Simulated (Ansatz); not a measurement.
MgB2 (P6/mmm): the Drude term of Re ε in the infrared

Re ε of MgB2 (P6/mmm) along x at low photon energies is read from one computed spectrum; the carriers' damping was typed as γ = 0.05 eV. x, y and z are the Cartesian axes of the input cell.

The structure is hexagonal, space group P6/mmm (No. 191). Conventional cell: a = 3.085 Å, b = 3.085 Å, c = 3.523 Å, α = 90.00°, β = 90.00°, γ = 120.00°. Around Mg on site a lie 12 B at 2.51 Å. Around B on site d lie 3 B at 1.78 Å.

Method: Ansatz 0.2.0, PBE, independent particles, k-mesh 15×15×11 with interpolation inside its cells, Gaussian parameter 0.1 eV.

Launch of the response step: `ansatz run input.yaml --threads 4 --pin off --max-ram 8192MiB --backend cpu --events-out ev --progress --plain --runs-dir out`. The run took 75 s, on 4 threads of Intel(R) Xeon(R) Processor @ 2.50GHz (Skylake/Cascade Lake), on a shared host.

| photon energy E (eV) | wavelength (µm) | Re ε |
| --- | --- | --- |
| 0.25 | 4.96 | -738.1 |
| 0.30 | 4.13 | -517.3 |
| 0.35 | 3.54 | -387.8 |
| 0.40 | 3.10 | ? |
| 0.50 | 2.48 | -204.2 |
| 0.60 | 2.07 | -140.4 |
| 0.70 | 1.77 | -99.6 |

A Drude term over a constant background gives Re ε = ε_b − ωp²/(E² + γ²), linear in 1/(E² + γ²).

Working, on the rows shown:

| x = 1/(E² + γ²) (eV⁻²) | y = Re ε |
| --- | --- |
| 15.3846 | -738.1 |
| 10.8108 | -517.3 |
| 8 | -387.8 |
| 3.9604 | -204.2 |
| 2.75862 | -140.4 |
| 2.03046 | -99.6 |

Means: x̄ = 7.1575, ȳ = -347.9. Σ(x − x̄)(y − ȳ) = -6508, Σ(x − x̄)² = 137.6. Slope = -6508 / 137.6 = -47.3; intercept = ȳ − slope · x̄ = -9.3792. The line misses the rows shown by at most 7.5.

**Question.** Predict the last column of the withheld row from the fit.

**Answer.** At x = 6.1538 the line gives y = -300.43. The run gave -305.8, so the interpolation is off by 5.4, 0.8 % of the range in the table.

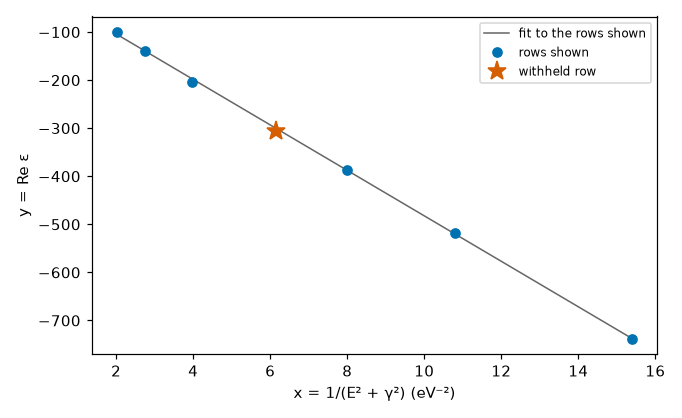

Refitted with all rows, the slope is -47.26 and the intercept -10.38. These give ωp = √(−slope) = 6.87 eV, against 7.09 eV from the program's Fermi-surface sum, and an intercept of -10.4. Taking the program's Drude term off the rows leaves 35 at the lowest energy and 2 at the highest, so the background isn't constant: interband transitions lie in or near the window, and neither fitted number can be trusted. The values come from a sum over the points of one k-mesh and carry its error, which is largest for Fermi-surface quantities.
